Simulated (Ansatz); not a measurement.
# GeAsH₂ (quartet): the correlation ladder, cc-pVTZ

Aim: climb from Hartree-Fock through coupled cluster and multireference methods for GeAsH₂ (quartet) at one geometry and basis, and see what each rung misses.

Computed with Ansatz 0.2.0, Gaussian basis. Level: cc-pVTZ, core rule «outside noble gas», up to 28 orbitals frozen.

To be run: UHF; CCSD(T) on ROHF; CCSD(T) on UHF; BCCD(T) on ROHF; CCSDT(Q) on ROHF; CCSDT(Q) on UHF; CASSCF and MRCISD+Q, 11 electrons in 10 orbitals; CASSCF and NEVPT2, 11 electrons in 10 orbitals.

5 further runs of the same task are left out: 5 set aside as unsound or not needed. Runs told in other sessions of the task aren't counted.

**1. The geometry**

The geometry is a PBE0/def2-TZVP stationary point (not a proven minimum). No spin-orbit coupling is included. The filled d shell of Ge, As may be among the frozen orbitals whatever the setting's name suggests.

4 atoms, charge 0, spin multiplicity 4.

Atoms are counted from 1 here; the program's logs count them from 0.

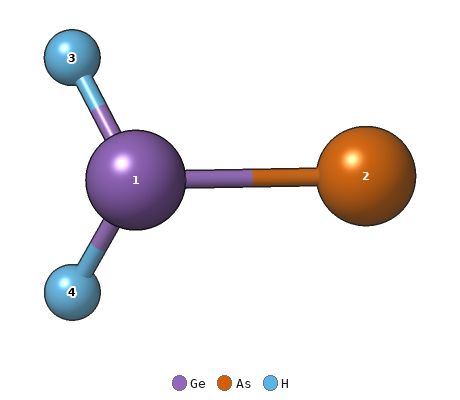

The geometry (germanium purple, arsenic orange, hydrogen blue); atoms are numbered from 1 in the order of the file.

In the tables R marks a restricted open-shell determinant and U an unrestricted one; 'valence' is the active space of 11 electrons in 10 orbitals; energies count from the table's Hartree-Fock row.

**2. UHF**

Contents of in.yaml:

```yaml
crystal:
  periodic: [false, false, false]
  atoms:
    - {symbol: Ge, position_ang: [0.042430, 0.000000, 1.232357]}
    - {symbol: As, position_ang: [-0.021540, 0.000000, -1.242487]}
    - {symbol: H, position_ang: [-0.728368, 1.239617, 1.771279]}
    - {symbol: H, position_ang: [-0.728367, -1.239618, 1.771279]}
basis:
  gaussian: {orbitals: cc-pVTZ}
magnetization: {spin_polarized: true, initial_magnetization: 3}
hamiltonian: {xc: hf}
output: {orbitals: {seedname: orbitals}}
```

Launch:

```
ansatz run in.yaml --threads 1 --pin off --events-out ev --progress --plain --max-ram 2560MiB --backend cpu
```

What it wrote:

```text
Functional definition: HF
  name "HF"
  cite "Fock, Z. Phys. 61, 126 (1930) doi:10.1007/BF01340294"
  parent pbe
  exchange = exact_x
  correlation = 0
721 factors; integrals over basis functions are off by at most 5.9e-4 eV
mean field evaluation 1: about -117301.2898 eV, gradient 7.8e0 eV
mean field evaluation 2: about -117301.2922 eV, gradient 7.8e0 eV
mean field evaluation 4: about -117302.3021 eV, gradient 1.3e0 eV
mean field evaluation 8: about -117302.3418 eV, gradient 2.1e-1 eV
mean field -117302.34582561 eV, -4310.7816987055 hartree, gradient 2.9e-5 eV, S^2 3.771267; 0 other end points of the search recorded, 0 dependent functions left out
reference -117302.34582561 eV, -4310.7816987055 hartree; 35, 32 occupied and 79, 82 virtual orbitals, 721 factors
Total energy: -117302.34582561 eV, -4310.7816987055 hartree
```

It took 3.1 s on 1 thread of AMD EPYC 7R13, shared host; peak memory 0.28 GiB.

From the report: ⟨S²⟩ of the determinant 3.771 (pure quartet: 3.75).

**3. CCSD(T) on ROHF**

Edit in.yaml of step 2 so:

```diff
@@ -9,4 +9,3 @@
   gaussian: {orbitals: cc-pVTZ}
-magnetization: {spin_polarized: true, initial_magnetization: 3}
-hamiltonian: {xc: hf}
-output: {orbitals: {seedname: orbitals}}
+magnetization: {spin_polarized: false, initial_magnetization: 3}
+correlation: {method: ccsd_t, electrons: outside_noble_gas}
```

Launch:

```
ansatz run in.yaml --threads 2 --pin off --events-out ev --progress --plain --max-ram 15360MiB --backend cuda --devices 0, --max-vram 18GiB
```

What it wrote (excerpt; [...] marks lines left out):

```text
Functional definition: HF
  name "HF"
  cite "Fock, Z. Phys. 61, 126 (1930) doi:10.1007/BF01340294"
  parent pbe
[...]
721 factors; integrals over basis functions are off by at most 5.9e-4 eV
[...]
mean field -117302.15489795 eV, -4310.7746822435 hartree, gradient 8.7e-6 eV, S^2 3.750000; 2 other end points of the search recorded, 0 dependent functions left out
determinant -117302.15489795 eV, -4310.7746822435 hartree, with singles and doubles -117308.41237019 eV, -4311.0046401067 hartree
determinant -117299.77769304 eV, -4310.6873215742 hartree, with singles and doubles -117306.32905681 eV, -4310.9280797519 hartree
determinant -117299.46840197 eV, -4310.6759553369 hartree, with singles and doubles -117305.76631175 eV, -4310.9073992527 hartree
28 core orbitals not correlated: weight in the atoms' cores, before any rotation towards them, 1.000 or more for the frozen orbitals, at most 0.000 for the correlated occupied ones
reference -117302.15489795 eV, -4310.7746822435 hartree; 7, 4 occupied and 79, 82 virtual orbitals, 721 factors
second order -5.13054435 eV of doubles, -0.10517810 eV of singles
cycle   1  -6.15356054 eV  change   -4.1e-1 eV  update   2.0e-2
[...]
cycle  10  -6.16783900 eV  change   -4.9e-6 eV  update   1.3e-5
perturbative correction -0.23347024 eV, -0.0085798729 hartree
Total energy: -117308.55620719 eV, -4311.0099260189 hartree
```

It took 2.4 s on 1 × H100 (card shared with other runs) with 2 threads of AMD EPYC 7R13, shared host; peak host memory 0.82 GiB.

From the report: correlation -6.4013 eV; T1 0.021; largest double amplitude 0.03.

**4. CCSD(T) on UHF**

Edit in.yaml of step 3 so:

```diff
@@ -9,3 +9,3 @@
   gaussian: {orbitals: cc-pVTZ}
-magnetization: {spin_polarized: false, initial_magnetization: 3}
+magnetization: {spin_polarized: true, initial_magnetization: 3}
 correlation: {method: ccsd_t, electrons: outside_noble_gas}
```

Same command.

What it wrote (excerpt; [...] marks lines left out):

```text
Functional definition: HF
  name "HF"
  cite "Fock, Z. Phys. 61, 126 (1930) doi:10.1007/BF01340294"
  parent pbe
[...]
721 factors; integrals over basis functions are off by at most 5.9e-4 eV
[...]
mean field -117302.34582561 eV, -4310.7816987055 hartree, gradient 2.3e-6 eV, S^2 3.771267; 2 other end points of the search recorded, 0 dependent functions left out
determinant -117302.34582561 eV, -4310.7816987055 hartree, with singles and doubles -117308.42115288 eV, -4311.0049628645 hartree
determinant -117300.03159620 eV, -4310.6966523432 hartree, with singles and doubles -117306.35330685 eV, -4310.9289709245 hartree
determinant -117299.67545191 eV, -4310.6835642821 hartree, with singles and doubles -117305.78068087 eV, -4310.9079273080 hartree
28 core orbitals not correlated: weight in the atoms' cores, before any rotation towards them, 1.000 or more for the frozen orbitals, at most 0.000 for the correlated occupied ones
reference -117302.34582561 eV, -4310.7816987055 hartree; 7, 4 occupied and 79, 82 virtual orbitals, 721 factors
second order -5.02722457 eV of doubles, -0.00000000 eV of singles
cycle   1  -5.98022361 eV  change   -4.2e-1 eV  update   2.1e-2
[...]
cycle  11  -5.99659448 eV  change   -1.5e-6 eV  update   6.3e-6
perturbative correction -0.22742186 eV, -0.0083575993 hartree
Total energy: -117308.56984195 eV, -4311.0104270871 hartree
```

Wall time 3.2 s (1 × H100 (card shared with other runs) with 2 threads of AMD EPYC 7R13, shared host); peak host memory 0.81 GiB.

From the report: ⟨S²⟩ of the determinant 3.771 (pure quartet: 3.75); correlation -6.2240 eV; T1 0.017; largest double amplitude 0.03.

**5. BCCD(T) on ROHF**

Edit in.yaml of step 4 so:

```diff
@@ -9,3 +9,3 @@
   gaussian: {orbitals: cc-pVTZ}
-magnetization: {spin_polarized: true, initial_magnetization: 3}
-correlation: {method: ccsd_t, electrons: outside_noble_gas}
+magnetization: {spin_polarized: false, initial_magnetization: 3}
+correlation: {method: bccd_t, electrons: outside_noble_gas}
```

Same command.

What it wrote (excerpt; [...] marks lines left out):

```text
Functional definition: HF
  name "HF"
  cite "Fock, Z. Phys. 61, 126 (1930) doi:10.1007/BF01340294"
  parent pbe
[...]
721 factors; integrals over basis functions are off by at most 5.9e-4 eV
[...]
mean field -117302.15489795 eV, -4310.7746822435 hartree, gradient 8.7e-6 eV, S^2 3.750000; 2 other end points of the search recorded, 0 dependent functions left out
determinant -117302.15489795 eV, -4310.7746822435 hartree, with singles and doubles -117308.41237019 eV, -4311.0046401067 hartree
determinant -117299.77769304 eV, -4310.6873215742 hartree, with singles and doubles -117306.32905681 eV, -4310.9280797519 hartree
determinant -117299.46840197 eV, -4310.6759553369 hartree, with singles and doubles -117305.76631175 eV, -4310.9073992527 hartree
28 core orbitals not correlated: weight in the atoms' cores, before any rotation towards them, 1.000 or more for the frozen orbitals, at most 0.000 for the correlated occupied ones
reference -117302.15489795 eV, -4310.7746822435 hartree; 7, 4 occupied and 79, 82 virtual orbitals, 721 factors
second order -5.13054435 eV of doubles, -0.10517810 eV of singles
cycle   1  -6.15704332 eV  change   -4.1e-1 eV  update   2.1e-2
[...]
cycle  11  -6.16632050 eV  change   -4.5e-6 eV  update   1.1e-5
perturbative correction -0.23573833 eV, -0.0086632238 hartree
Total energy: -117308.55695678 eV, -4311.0099535661 hartree
```

Run time: 3.7 s. Hardware: 1 × H100 (card shared with other runs) with 2 threads of AMD EPYC 7R13, shared host; peak host memory 0.82 GiB.

From the report: correlation -6.4021 eV; largest double amplitude 0.03.

**6. CCSDT(Q) on ROHF**

Edit in.yaml of step 5 so:

```diff
@@ -10,2 +10,2 @@
 magnetization: {spin_polarized: false, initial_magnetization: 3}
-correlation: {method: bccd_t, electrons: outside_noble_gas}
+correlation: {method: ccsdt_q, electrons: outside_noble_gas}
```

Same command.

What it wrote (excerpt; [...] marks lines left out):

```text
Functional definition: HF
  name "HF"
  cite "Fock, Z. Phys. 61, 126 (1930) doi:10.1007/BF01340294"
  parent pbe
[...]
1322 factors; integrals over basis functions are off by at most 1.5e-7 eV
[...]
mean field -117302.15492882 eV, -4310.7746833779 hartree, gradient 2.0e-6 eV, S^2 3.750000; 2 other end points of the search recorded, 0 dependent functions left out
determinant -117302.15492882 eV, -4310.7746833779 hartree, with singles and doubles -117308.41241885 eV, -4311.0046418950 hartree
determinant -117299.77772778 eV, -4310.6873228508 hartree, with singles and doubles -117306.32905018 eV, -4310.9280795083 hartree
determinant -117299.46843367 eV, -4310.6759565021 hartree, with singles and doubles -117305.76636947 eV, -4310.9074013737 hartree
28 core orbitals not correlated: weight in the atoms' cores, before any rotation towards them, 1.000 or more for the frozen orbitals, at most 0.000 for the correlated occupied ones
reference -117302.15492882 eV, -4310.7746833779 hartree; 7, 4 occupied and 79, 82 virtual orbitals, 1322 factors
second order -5.13056835 eV of doubles, -0.10517816 eV of singles
cycle   1  -5.91388484 eV  change   -6.8e-1 eV  update   7.9e-2
[...]
cycle  18  -6.43940989 eV  change   -6.3e-8 eV  update   9.7e-7
perturbative correction -0.00978174 eV, -0.0003594724 hartree
Total energy: -117308.60412046 eV, -4311.0116867990 hartree
```

Run time: 17 s. Hardware: 1 × H100 (card shared with other runs) with 2 threads of AMD EPYC 7R13, shared host; peak host memory 1.2 GiB.

From the report: correlation -6.4492 eV; T1 0.023; largest double amplitude 0.03.

**7. CCSDT(Q) on UHF**

Edit in.yaml of step 6 so:

```diff
@@ -9,3 +9,3 @@
   gaussian: {orbitals: cc-pVTZ}
-magnetization: {spin_polarized: false, initial_magnetization: 3}
+magnetization: {spin_polarized: true, initial_magnetization: 3}
 correlation: {method: ccsdt_q, electrons: outside_noble_gas}
```

Launched as before.

What it wrote (excerpt; [...] marks lines left out):

```text
Functional definition: HF
  name "HF"
  cite "Fock, Z. Phys. 61, 126 (1930) doi:10.1007/BF01340294"
  parent pbe
[...]
1322 factors; integrals over basis functions are off by at most 1.5e-7 eV
[...]
mean field -117302.34585665 eV, -4310.7816998461 hartree, gradient 1.5e-6 eV, S^2 3.771267; 2 other end points of the search recorded, 0 dependent functions left out
determinant -117302.34585665 eV, -4310.7816998461 hartree, with singles and doubles -117308.42120111 eV, -4311.0049646369 hartree
determinant -117300.03163205 eV, -4310.6966536606 hartree, with singles and doubles -117306.35336133 eV, -4310.9289729267 hartree
determinant -117299.67548390 eV, -4310.6835654575 hartree, with singles and doubles -117305.78073804 eV, -4310.9079294088 hartree
28 core orbitals not correlated: weight in the atoms' cores, before any rotation towards them, 1.000 or more for the frozen orbitals, at most 0.000 for the correlated occupied ones
reference -117302.34585665 eV, -4310.7816998461 hartree; 7, 4 occupied and 79, 82 virtual orbitals, 1322 factors
second order -5.02724730 eV of doubles, -0.00000000 eV of singles
cycle   1  -5.72084240 eV  change   -6.9e-1 eV  update   8.1e-2
[...]
cycle  18  -6.26327826 eV  change   -1.5e-7 eV  update   1.1e-6
perturbative correction -0.00971245 eV, -0.0003569261 hartree
Total energy: -117308.61884736 eV, -4311.0122280029 hartree
```

Run time: 14 s. Hardware: 1 × H100 (card shared with other runs) with 2 threads of AMD EPYC 7R13, shared host; peak host memory 1.1 GiB.

From the report: ⟨S²⟩ of the determinant 3.771 (pure quartet: 3.75); correlation -6.2730 eV; T1 0.019; largest double amplitude 0.03.

**8. CASSCF and MRCISD+Q, 11 electrons in 10 orbitals**

Edit in.yaml of step 7 so:

```diff
@@ -9,3 +9,3 @@
   gaussian: {orbitals: cc-pVTZ}
-magnetization: {spin_polarized: true, initial_magnetization: 3}
-correlation: {method: ccsdt_q, electrons: outside_noble_gas}
+magnetization: {spin_polarized: false, initial_magnetization: 3}
+correlation: {method: fic_mrcisd_q, electrons: outside_noble_gas, active_space: {window: {electrons: 11, orbitals: 10}, shells: [{species: As, l: s, shell: 4}, {species: As, l: p, shell: 4}, {species: Ge, l: s, shell: 4}, {species: Ge, l: p, shell: 4}, {species: H, l: s, shell: 1}]}}
```

Launched as before.

What it wrote (excerpt; [...] marks lines left out):

```text
Functional definition: HF
  name "HF"
  cite "Fock, Z. Phys. 61, 126 (1930) doi:10.1007/BF01340294"
  parent pbe
[...]
1322 factors; integrals over basis functions are off by at most 1.5e-7 eV
[...]
mean field -117302.15492882 eV, -4310.7746833779 hartree, gradient 2.0e-6 eV, S^2 3.750000; 0 other end points of the search recorded, 0 dependent functions left out
reference -117302.15492882 eV, -4310.7746833779 hartree; 35, 32 occupied and 79, 82 virtual orbitals, 1322 factors
state -117303.50461201 eV, -4310.8242833203 hartree
contracted CI cycle   1: correlation 0.00000000 eV, 0.0000000000 hartree, residual 1.72e1 eV
contracted CI cycle   2: correlation -4.41385418 eV, -0.1622061493 hartree, residual 3.27e0 eV
contracted CI cycle   3: correlation -4.58511747 eV, -0.1684999589 hartree, residual 7.47e-1 eV
contracted CI cycle   4: correlation -4.59321835 eV, -0.1687976611 hartree, residual 1.91e-1 eV
contracted CI cycle   5: correlation -4.59370475 eV, -0.1688155360 hartree, residual 4.98e-2 eV
contracted CI cycle   6: correlation -4.59373734 eV, -0.1688167333 hartree, residual 1.25e-2 eV
contracted CI cycle   7: correlation -4.59373943 eV, -0.1688168103 hartree, residual 3.17e-3 eV
contracted CI cycle   8: correlation -4.59373956 eV, -0.1688168152 hartree, residual 8.39e-4 eV
state -117303.50461201 eV, -4310.8242833203 hartree; corrected -117308.52449022 eV, -4311.0087604419 hartree
Total energy: -117308.52449022 eV, -4311.0087604419 hartree
Checks for a lower state left out: starts, orbital_swaps
```

Run time: 5 s. Hardware: 1 × H100 (card shared with other runs) with 2 threads of AMD EPYC 7R13, shared host; peak host memory 0.93 GiB.

From the report: 12,656 determinants; active occupations 1.99, 1.98, 1.97, 1.97, 1.00, 1.00, 1.00, 0.04, 0.03, 0.02.

**9. CASSCF and NEVPT2, 11 electrons in 10 orbitals**

Contents of in.yaml:

```yaml
crystal:
  periodic: [false, false, false]
  atoms:
    - {symbol: Ge, position_ang: [0.042430, 0.000000, 1.232357]}
    - {symbol: As, position_ang: [-0.021540, 0.000000, -1.242487]}
    - {symbol: H, position_ang: [-0.728368, 1.239617, 1.771279]}
    - {symbol: H, position_ang: [-0.728367, -1.239618, 1.771279]}
basis:
  gaussian: {orbitals: cc-pVTZ}
magnetization: {spin_polarized: false, initial_magnetization: 3}
correlation: {method: sc_nevpt2, electrons: outside_noble_gas, active_space: {window: {electrons: 11, orbitals: 10}, shells: [{species: As, l: s, shell: 4}, {species: As, l: p, shell: 4}, {species: Ge, l: s, shell: 4}, {species: Ge, l: p, shell: 4}, {species: H, l: s, shell: 1}]}}
```

Same command.

What it wrote:

```text
Functional definition: HF
  name "HF"
  cite "Fock, Z. Phys. 61, 126 (1930) doi:10.1007/BF01340294"
  parent pbe
  exchange = exact_x
  correlation = 0
1322 factors; integrals over basis functions are off by at most 1.5e-7 eV
mean field evaluation 1: about -117301.1854 eV, gradient 9.1e0 eV
mean field evaluation 2: about -117301.1890 eV, gradient 9.1e0 eV
mean field evaluation 4: about -117302.1318 eV, gradient 1.7e0 eV
mean field evaluation 8: about -117302.1539 eV, gradient 1.7e-1 eV
mean field -117302.15492882 eV, -4310.7746833779 hartree, gradient 2.0e-6 eV, S^2 3.750000; 0 other end points of the search recorded, 0 dependent functions left out
reference -117302.15492882 eV, -4310.7746833779 hartree; 35, 32 occupied and 79, 82 virtual orbitals, 1322 factors
state -117303.50461201 eV, -4310.8242833203 hartree
state -117303.50461201 eV, -4310.8242833203 hartree; corrected -117307.35251733 eV, -4310.9656912326 hartree
Total energy: -117307.35251733 eV, -4310.9656912326 hartree
Checks for a lower state left out: starts, orbital_swaps
```

Wall time 3.3 s (1 × H100 (card shared with other runs) with 2 threads of AMD EPYC 7R13, shared host); peak host memory 0.89 GiB.

From the report: 12,656 determinants; active occupations 1.99, 1.98, 1.97, 1.97, 1.00, 1.00, 1.00, 0.04, 0.03, 0.02.

**10. How many determinants matter**

Natural occupations of the CASSCF valence state about the gap (report; correlated orbitals 3 to 10): 1.970, 1.967, 1.002, 1.001, 1.000, 0.036, 0.025, 0.024. The count of effectively unpaired electrons, Σ n²(2 − n)², is 3.02; a single determinant of this spin has 3.

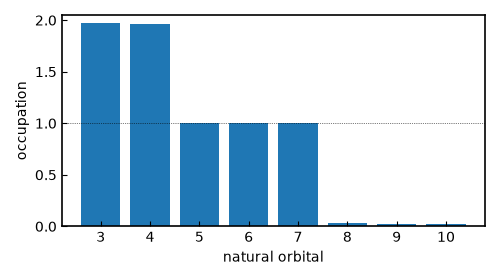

Natural occupations of the CASSCF valence state.

**11. The ladder**

The yardstick is UCCSDT(Q), where the cluster series has nearly closed. Rows without a time are mean-field rows or come out of runs for another level: lower rungs of the coupled-cluster runs, CASSCF and MRCISD of the multireference runs, or the Hartree-Fock search.

Differences are taken before rounding.

```csv
method,energy from the lowest ROHF (meV),from UCCSDT(Q) (meV),time
ROHF,0.0,+6463.9,
UHF,-190.9,+6273.0,
RMP2,-5235.7,+1228.2,
UMP2,-5218.2,+1245.8,
RCCSD,-6167.8,+296.1,
UCCSD,-6187.5,+276.4,
RCCSD(T),-6401.3,+62.6,2.4 s
UCCSD(T),-6414.9,+49.0,3.2 s
BCCD(T),-6402.1,+61.9,3.7 s
RCCSDT,-6439.4,+24.5,
UCCSDT,-6454.2,+9.7,
RCCSDT(Q),-6449.2,+14.7,17 s
UCCSDT(Q),-6463.9,0,14 s
CASSCF valence,-1349.7,+5114.2,
NEVPT2 valence,-5197.6,+1266.3,3.3 s
MRCISD valence,-5943.5,+520.5,
MRCISD+Q valence,-6369.6,+94.4,5 s
```

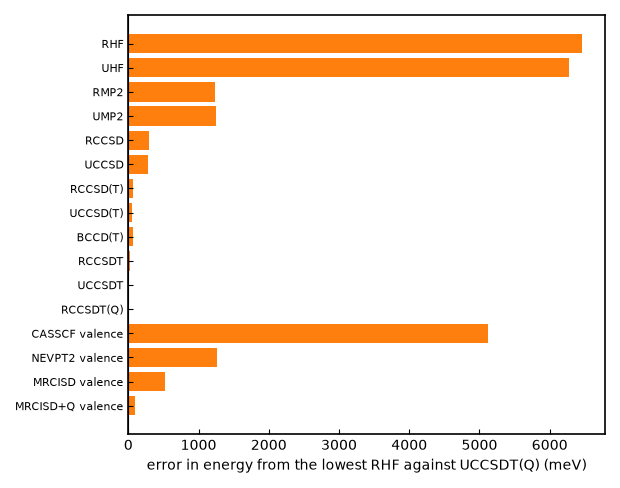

How far each level lands from UCCSDT(Q).

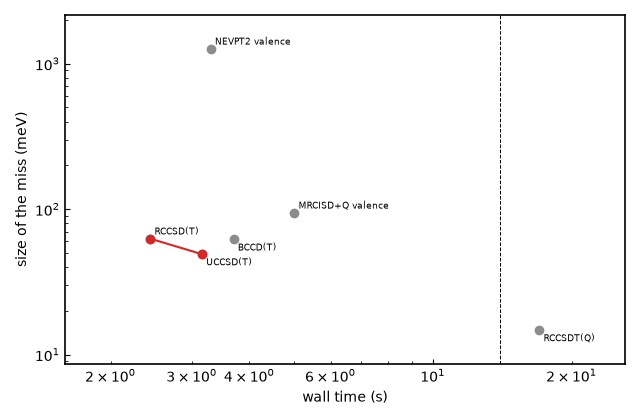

Miss against cost. Red marks the levels that no quicker level drawn beats (of those quicker than the yardstick), and the dashed line is the time of UCCSDT(Q). Times are from a shared host.

With the free atoms at the same levels and basis (separate runs), the atomisation energy is 7.013 eV at UCCSDT(Q), 7.012 eV at RCCSD(T), 6.996 eV at UCCSD(T), 4.948 eV at ROHF.

**12. Summary of results**

| quantity | value |
| --- | --- |
| UCCSDT(Q) from the ROHF energy | -6.4639 eV |
| RMP2 from UCCSDT(Q) | +1228.2 meV |
| UMP2 from UCCSDT(Q) | +1245.8 meV |
| RCCSD from UCCSDT(Q) | +296.1 meV |
| RCCSD(T) from UCCSDT(Q) | +62.6 meV |
| UCCSD(T) from UCCSDT(Q) | +49.0 meV |
| RCCSDT(Q) from UCCSDT(Q) | +14.7 meV |
| NEVPT2 valence from UCCSDT(Q) | +1266.3 meV |
| MRCISD+Q valence from UCCSDT(Q) | +94.4 meV |
| levels within 1 kcal/mol (43 meV) | RCCSDT, UCCSDT, RCCSDT(Q) |
| T1 diagnostic | 0.021 |
| effectively unpaired electrons | 3.02 |

**Reading.** RCCSD(T) lands +62.6 meV from the yardstick (1.0 % of the correlation energy). One determinant dominates. Of the multireference levels listed MRCISD+Q valence comes nearest in total energy (+94.4 meV), which doesn't show that its space is the better one. These misses are within one basis, not against nature; the frozen cores of restricted and unrestricted runs differ, which can shift their rows.

UCCSD(T) reaches 49.0 meV from the reference in 3.2 s, where UCCSDT(Q) took 14 s; the quickest level in the cost chart, RCCSD(T), takes 2.4 s and misses by 62.6 meV.
